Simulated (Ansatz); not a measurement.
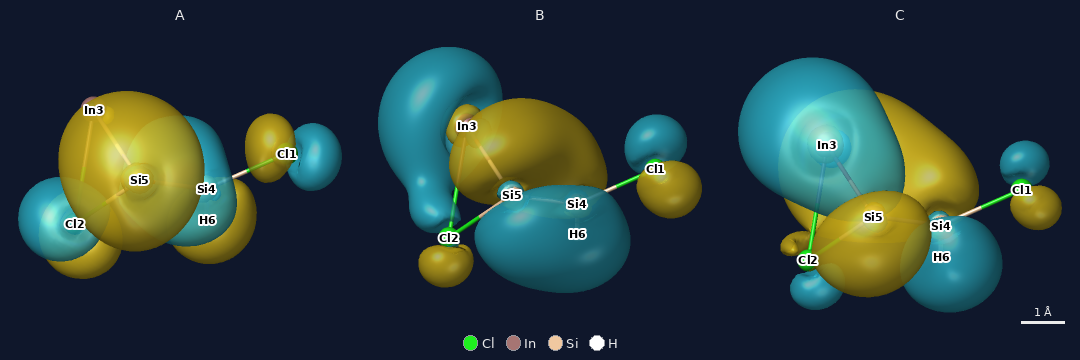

Cl$_{2}$HInSi$_{2}$. Three frontier orbitals at ±0.06 Å⁻³ᐟ² (yellow and cyan are the two phases), in no order.

Geometry: PBE0-D3(BJ)/def2-SVP; core potentials replace the inner electrons of In.

Level of theory: isolated molecule in a Gaussian basis; Kohn-Sham density functional theory, functional PBE0 (Ansatz).

The calculation's input:

```
crystal:
  periodic: [false, false, false]
  atoms:
    - {symbol: Cl, position_ang: [-2.197458, -0.960405, -0.060936]}
    - {symbol: Cl, position_ang: [0.288416, 1.713788, -3.809193]}
    - {symbol: In, position_ang: [1.354097, 1.978539, -1.170010]}
    - {symbol: Si, position_ang: [-1.118574, -0.170450, -1.648038]}
    - {symbol: Si, position_ang: [-1.424433, 1.934979, -2.321155]}
    - {symbol: H, position_ang: [-0.246776, -1.267842, -2.179372]}
basis:
  gaussian:
    orbitals: def2-TZVPD
hamiltonian:
  xc: pbe0
output: {forces: true, orbitals: {seedname: orbitals}}
```

Run with:

```sh
ansatz run input.yaml --threads 1 --pin off --max-ram 2610MiB --events-out events.jsonl --progress --plain --runs-dir runs
```

Q: Order the three orbitals by energy and name them.

A: A is the HOMO−1 (−6.85 eV). It lies mainly on Si5 (about 55 %), Si4 (about 20 %) and Cl2 (about 15 %). B is the HOMO (−5.80 eV). It lies mainly on Si5 (about 30 %), Si4 (about 30 %) and In3 (about 30 %); π-bonding across Si5–Si4. C is the LUMO (−2.86 eV). By Hirshfeld shares it lies mainly on In3 (about 50 %), Si5 (about 25 %) and Si4 (about 20 %).

Q: What is the HOMO–LUMO gap?

A: 2.94 eV between the orbital energies.
